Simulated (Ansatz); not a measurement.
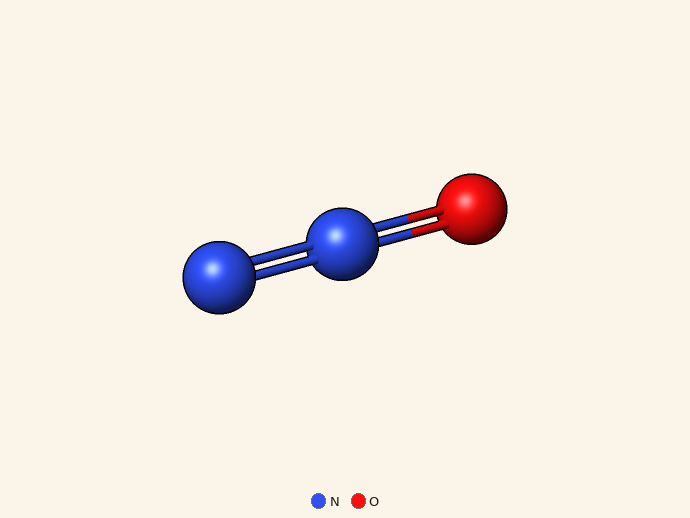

Starting geometry of the run.

The calculation was set up as follows.

```yaml
crystal:
  periodic: [false, false, false]
  atoms:
    - {symbol: N, position_ang: [0.335872, -1.083924, 0.069494]}
    - {symbol: N, position_ang: [0.005562, -0.017904, 0.001154]}
    - {symbol: O, position_ang: [-0.341444, 1.101828, -0.070658]}
basis:
  gaussian: {orbitals: def2-TZVPD}
magnetization: {spin_polarized: true, initial_magnetization: 0}
hamiltonian: {xc: {name: BLYP}, dispersion: d3bj}
scf: {lower_state_search: light}
output: {forces: true}
```

It was started with:

```sh
ansatz run in.yaml --threads 2 --pin off --events-out ev --progress --plain --max-ram 32768MiB --backend cpu
```

Result:

```
Functional definition: BLYP
  name "BLYP"
  cite "Becke, Phys. Rev. A 38, 3098 (1988) doi:10.1103/PhysRevA.38.3098"
  cite "Lee, Yang & Parr, Phys. Rev. B 37, 785 (1988) doi:10.1103/PhysRevB.37.785"
  parameter beta = 0.0042
  parameter a = 0.04918
  parameter b = 0.132
  parameter c = 0.2533
  parameter d = 0.349
  exchange = b88_x(beta = beta)
  correlation = lyp_c(a = a, b = b, c = c, d = d)
542 factors; their error is unknown
mean field evaluation 1: about -5023.4838 eV, gradient 3.2e1 eV
mean field evaluation 2: about -5017.3749 eV, gradient 5.1e1 eV
mean field evaluation 4: about -5026.6088 eV, gradient 1.0e1 eV
mean field evaluation 8: about -5026.9406 eV, gradient 1.8e-1 eV
mean field evaluation 16: about -5026.9407 eV, gradient 3.1e-5 eV
mean field -5026.94066612 eV, -184.7366620970 hartree, gradient 3.1e-5 eV, S^2 0.000000; 0 other end points of the search recorded, 0 dependent functions left out
the calculation of the forces begins
reference -5026.94091805 eV, -184.7366713556 hartree; 11, 11 occupied and 103, 103 virtual orbitals, 542 factors
Total energy: -5027.00137312 eV, -184.7388930383 hartree
Atom 0 at     0.335872    -1.083924     0.069494 Å, force     0.740866    -2.390448     0.153341 eV/Å
Atom 1 at     0.005562    -0.017904     0.001154 Å, force    -0.176946     0.570227    -0.036696 eV/Å
Atom 2 at    -0.341444     1.101828    -0.070658 Å, force    -0.563920     1.820221    -0.116646 eV/Å
Dipole moment:    -0.007989     0.025799    -0.001651 e Å
```

Self-consistency was reached.
